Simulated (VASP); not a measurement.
Band structure of Cd$_{3}$ZnS$_{4}$ (ordered alloy cell). Calculation: PBEsol GGA, VASP's PBE PAW potentials (set 64) (plane waves; VASP).

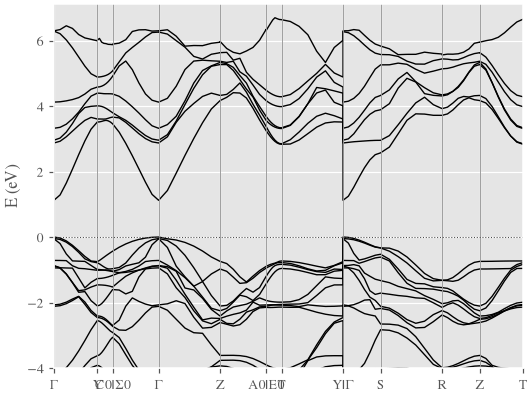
Figure: Bands along high-symmetry lines, zero at the valence-band maximum or, without a gap, the Fermi level

Read the plot: is there a gap, and where are the band edges?

The gap is direct, 1.12 eV, from the valence maximum at Γ to the conduction minimum at Γ. (Edges off the drawn lines would not show.)

The structure was generated: Cd3ZnS4 was put into an ordered model structure (Amm2), which need not be its known phase. It was relaxed first.
